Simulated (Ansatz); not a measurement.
A series of calculations on C$_{2}$H$_{2}$F

### Relaxation

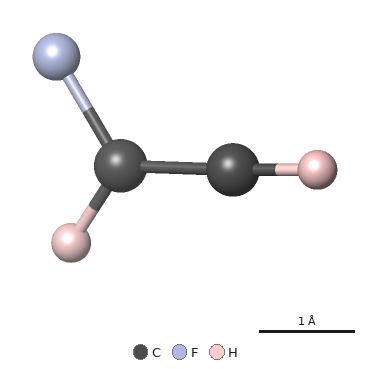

This is the input geometry for a relaxation of C2H2F (multiplicity 2) (coarse preliminary run). A ball-and-stick model, seen at a tilt.

All numbers below come from UKS PBE-D4/def2-SVP (Ansatz).

The input:
```yaml
crystal:
  periodic: [false, false, false]
  atoms:
    - {symbol: C, position_ang: [0.298600, -0.828200, 0.170300]}
    - {symbol: C, position_ang: [-0.222000, 0.402300, -0.040800]}
    - {symbol: F, position_ang: [0.375000, 1.292300, -0.848400]}
    - {symbol: H, position_ang: [0.719600, -1.749100, 0.311200]}
    - {symbol: H, position_ang: [-1.121300, 0.809100, 0.366400]}
basis:
  gaussian: {orbitals: def2-SVP}
magnetization: {spin_polarized: true, initial_magnetization: 1}
hamiltonian: {xc: pbe, dispersion: d4}
relax: {f_tol: 0.03, max_steps: 250}
```

Where does the relaxation end?

Answer. H4 moves most after the best rigid fit: 0.25 Å. Largest moves by element: H 0.25 Å, C 0.24 Å, F 0.15 Å. Some distances before and after: C1–H4 1.022 → 1.094 Å, C2–H5 1.068 → 1.105 Å, C1–C2 1.353 → 1.321 Å, C2–F3 1.342 → 1.355 Å. Among the angles between lasting bonds that change: C2–C1–H4 178.1° → 143.7°, C1–C2–H5 127.7° → 123.9°, C1–C2–F3 121.7° → 124.0°. The optimiser took 9 steps.

The structure at the end:

```xyz
5

C     0.1103   -0.8580    0.3106
C    -0.2439    0.3717   -0.0157
F     0.4661    1.1679   -0.8513
H     0.8724   -1.6263    0.1533
H    -1.1550    0.8710    0.3618
```

After the run, drawn alike:

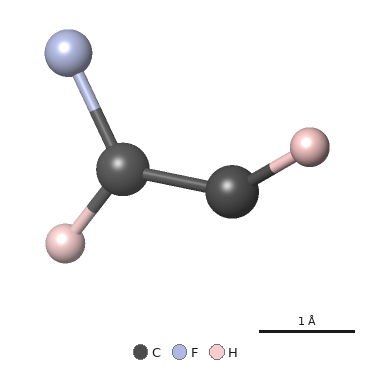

### Relaxation

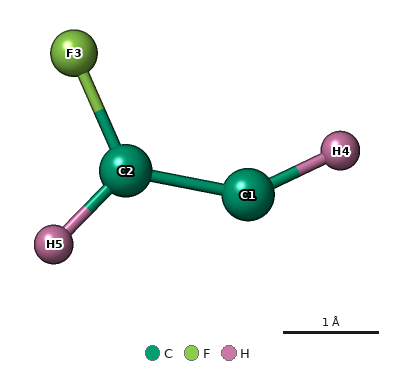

Starting structure of C$_{2}$H$_{2}$F (multiplicity 2). Style: ball-and-stick. Shown face on.

Theory: UKS PBE0-D4/def2-TZVP (Ansatz).

Input file:
```yaml
crystal:
  periodic: [false, false, false]
  atoms:
    - {symbol: C, position_ang: [0.109853, -0.857812, 0.311085]}
    - {symbol: C, position_ang: [-0.243782, 0.371801, -0.016077]}
    - {symbol: F, position_ang: [0.466932, 1.167272, -0.851725]}
    - {symbol: H, position_ang: [0.871725, -1.626482, 0.154667]}
    - {symbol: H, position_ang: [-1.154828, 0.871621, 0.360751]}
basis:
  gaussian: {orbitals: def2-TZVP}
magnetization: {spin_polarized: true, initial_magnetization: 1}
hamiltonian: {xc: pbe0, dispersion: d4}
relax: {f_tol: 0.005, max_steps: 200}
```

**Predict the outcome.**

The energy falls by 0.029 eV in 4 geometry steps. The largest force component goes from 0.75 to 0.0045 eV/Å. The largest move after the best rigid fit is that of H4, 0.033 Å. Largest moves by element: H 0.033 Å, F 0.024 Å, C 0.013 Å. Some distances before and after: C2–H5 1.105 → 1.085 Å, C1–C2 1.321 → 1.300 Å, C1–H4 1.094 → 1.075 Å, C2–F3 1.355 → 1.348 Å. The run took of the order of 19 core-seconds on a shared host.

History of the run:

```csv
step,"E − E(0), eV","largest force component, eV/Å"
0,0.0000,0.7475
1,-0.0277,0.1555
2,-0.0293,0.0514
3,-0.0295,0.0063
4,-0.0295,0.0045
```

Final geometry:

```xyz
5

C     0.1065   -0.8484    0.3083
C    -0.2475    0.3620   -0.0092
F     0.4670    1.1451   -0.8417
H     0.8627   -1.5953    0.1469
H    -1.1387    0.8629    0.3543
```

### A change

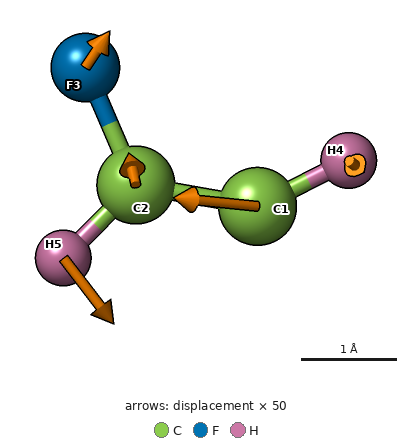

C2H2F (multiplicity 2). The orange arrows show how the atoms are displaced, magnified 50 times. A ball-and-stick model, seen face on.

Theory: UKS wB97M-V/def2-TZVPP (Ansatz). 

Q: What was done to the structure, and with what result?

A: All atoms are moved at random (σ = 0.02 Å) from the PBE0-D4/def2-TZVP minimum. The energy rises by 0.45 kcal/mol. The largest force is 1.6 eV/Å, on C1. At other levels of theory the same distortion costs 0.52 kcal/mol (UKS PBE-D4/def2-TZVPP), 0.54 kcal/mol (UKS r2SCAN-D4/def2-TZVPP), 0.43 kcal/mol (UKS PBE0-D4/def2-TZVPP). Some distances before and after: C1–H4 1.075 → 1.093 Å, C1–C2 1.300 → 1.285 Å, C2–H5 1.085 → 1.092 Å.

### Distortion

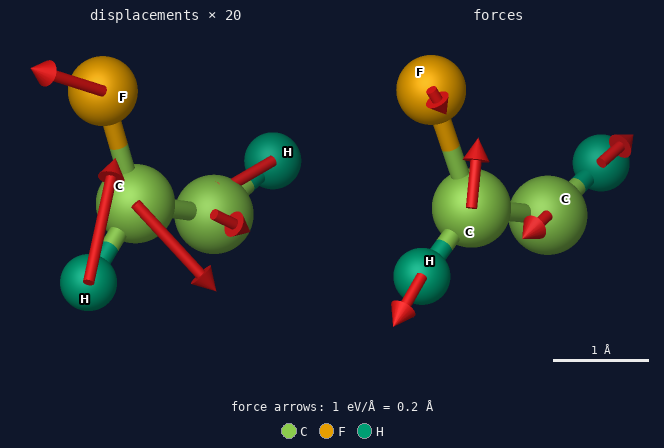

Left: C$_{2}$H$_{2}$F (multiplicity 2), with red arrows for the displacements applied to it. Right: the displaced structure with the computed forces. A ball-and-stick model, seen from a free direction.

All numbers below come from Ansatz, UKS r2SCAN-D4/def2-TZVPP. 

**Describe the distortion and the response.**

All atoms are moved at random (σ = 0.04 Å) from the PBE0-D4/def2-TZVP minimum. Energy change: +7.33 kcal/mol. The largest force is 3.8 eV/Å, on a C atom. The forces mostly point back along the displacements (cosine −0.80). At other levels of theory the same distortion costs 7.53 kcal/mol (UKS PBE-D4/def2-TZVPP), 8.22 kcal/mol (UKS PBE0-D4/def2-TZVPP), 7.32 kcal/mol (UKS wB97M-V/def2-TZVPP). Some distances before and after: C–F 1.348 → 1.439 Å, C–H 1.080 → 1.004 to 1.008 Å, C–C 1.300 → 1.288 Å. Bond angles that change, for instance: F–C–H 112.0° → 106.0°, C–C–H 124.8° → 130.2°.
